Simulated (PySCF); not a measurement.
# C$_{4}$H$_{4}$N$_{2}$Si: NMR shielding calculation

- system: C$_{4}$H$_{4}$N$_{2}$Si
- method: GIAO PBE0/IGLO-III NMR shielding, non-relativistic, gas phase (PySCF 2.14.0)

The geometry comes from this level: PBE0-D3(BJ)/def2-SVP. Figures and captions count atoms from 1; the log counts them from 0 in places.

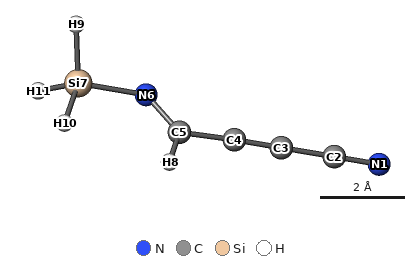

*The structure (ball-and-stick view, seen at a tilt; atoms are numbered from 1 in the order of the input).*

Bond lengths as drawn: C–C 1.22 to 1.44 Å, C–H 1.11 Å, C–N 1.16 to 1.27 Å, H–Si 1.49 to 1.50 Å and N–Si 1.76 Å.

### Input
```
{"job": {"kind": "nmr", "xc": "PBE0", "basis": "IGLO-III", "pop": true}, "charge": 0, "multiplicity": 1}
N      5.119801     1.271667    -0.040883
C      4.034705     0.856678     0.011880
C      2.756170     0.360420     0.077800
C      1.620675    -0.076753     0.135660
C      0.304233    -0.645344     0.230590
N     -0.726495    -0.015184    -0.154195
Si    -2.368058    -0.645667    -0.071107
H      0.288959    -1.668746     0.665029
H     -3.163536     0.290652     0.770223
H     -2.402104    -2.024835     0.518139
H     -2.907387    -0.668128    -1.458927
```

The first line tells a small driver script what to run in PySCF; the rest is the geometry in Å.

Hardware: 1 CPU thread, shared host.

Command:
```bash
OMP_NUM_THREADS=1 python <driver script> task.json out
```

### What the program printed
```
coarse grid: 10576 points
cycle   1  E = -553.3255582683  dE =  8.954e-01  |g| = 5.439e-01  |ddm| = 2.877e+00
cycle   2  E = -553.0893384471  dE =  2.362e-01  |g| = 1.152e+00  |ddm| = 9.204e-01
cycle   3  E = -553.3868058815  dE = -2.975e-01  |g| = 1.424e-01  |ddm| = 6.276e-01
cycle   4  E = -553.3893032667  dE = -2.497e-03  |g| = 9.707e-02  |ddm| = 1.057e-01
cycle   5  E = -553.3913003645  dE = -1.997e-03  |g| = 3.132e-02  |ddm| = 5.901e-02
cycle   6  E = -553.3915251299  dE = -2.248e-04  |g| = 5.835e-03  |ddm| = 2.215e-02
cycle   7  E = -553.3915312064  dE = -6.077e-06  |g| = 2.970e-03  |ddm| = 4.258e-03
final grid: 100232 points
cycle   8  E = -553.3934833441  dE = -5.177e-05  |g| = 7.922e-03  |ddm| = 7.770e-02
cycle   9  E = -553.3934254095  dE =  5.793e-05  |g| = 1.703e-02  |ddm| = 1.075e-02
cycle  10  E = -553.3934970267  dE = -7.162e-05  |g| = 1.834e-03  |ddm| = 7.351e-03
cycle  11  E = -553.3934977974  dE = -7.707e-07  |g| = 6.935e-04  |ddm| = 1.640e-03
cycle  12  E = -553.3934978879  dE = -9.045e-08  |g| = 3.499e-04  |ddm| = 5.730e-04
cycle  13  E = -553.3934979135  dE = -2.562e-08  |g| = 8.419e-05  |ddm| = 1.774e-04
cycle  14  E = -553.3934979146  dE = -1.168e-09  |g| = 4.327e-05  |ddm| = 5.260e-05
cycle  15  E = -553.3934979151  dE = -4.334e-10  |g| = 6.148e-06  |ddm| = 2.245e-05
```

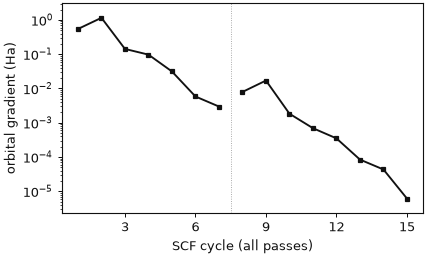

*Convergence of the self-consistent field: orbital gradient against the SCF cycle. The dotted line marks the change from a coarse to the final integration grid.*

The first 7 cycles use a coarse grid, the final grid takes over at cycle 8, and the field converges after 15 cycles in all.

```
converged SCF energy = -553.3934979151

GIAO shielding tensors (ppm)
atom      isotropic    diamagn.    paramagn.     s11        s22        s33       span
  0 N      -61.059     341.337    -402.396   -248.975   -225.463    291.261    540.235
  1 C       71.889     263.359    -191.470    -37.045    -37.012    289.725    326.770
  2 C      111.586     255.189    -143.604     57.885     60.562    216.310    158.425
  3 C      103.932     256.275    -152.343     -0.332     10.677    301.450    301.782
  4 C       20.195     251.257    -231.062    -86.050     31.864    114.770    200.820
  5 N     -193.162     331.524    -524.685   -659.387   -207.404    287.306    946.693
  6 Si     388.604     888.480    -499.876    334.850    377.451    453.511    118.661
  7 H       22.809      28.565      -5.756     20.223     23.552     24.651      4.428
  8 H       26.142      28.289      -2.147     24.043     24.813     29.569      5.526
  9 H       26.473      28.028      -1.556     24.123     25.082     30.213      6.090
 10 H       26.145      28.180      -2.035     24.051     24.811     29.574      5.523
```

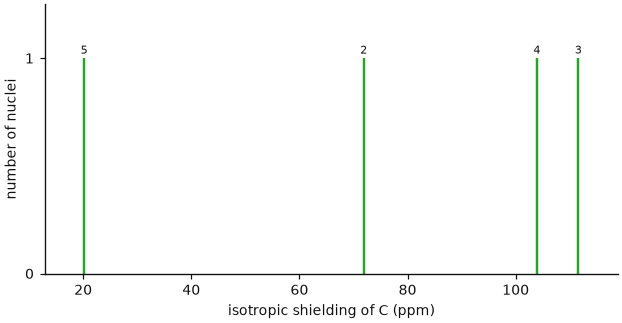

*Isotropic shieldings of the carbon nuclei in this fixed geometry, labelled by atom number; shielding grows to the right, so chemical shift grows to the left.*

The least shielded is C5 (20.2 ppm), the most shielded C3 (111.6 ppm).

### Key numbers

```json
{"quantity": "outcome", "value": "converged"}
{"quantity": "total energy", "value": "−553.393498 hartree"}
{"quantity": "HOMO", "value": "−8.19 eV"}
{"quantity": "LUMO", "value": "−3.06 eV"}
{"quantity": "dipole moment", "value": "4.34 D"}
{"quantity": "isotropic shielding, N", "value": "−193.2 to −61.1 ppm"}
{"quantity": "isotropic shielding, C", "value": "20.2 to 111.6 ppm"}
{"quantity": "isotropic shielding, Si", "value": "388.6 ppm"}
{"quantity": "isotropic shielding, H", "value": "22.8 to 26.5 ppm"}
{"quantity": "wall time", "value": "43 s"}
{"quantity": "peak memory", "value": "1.1 GiB"}
```
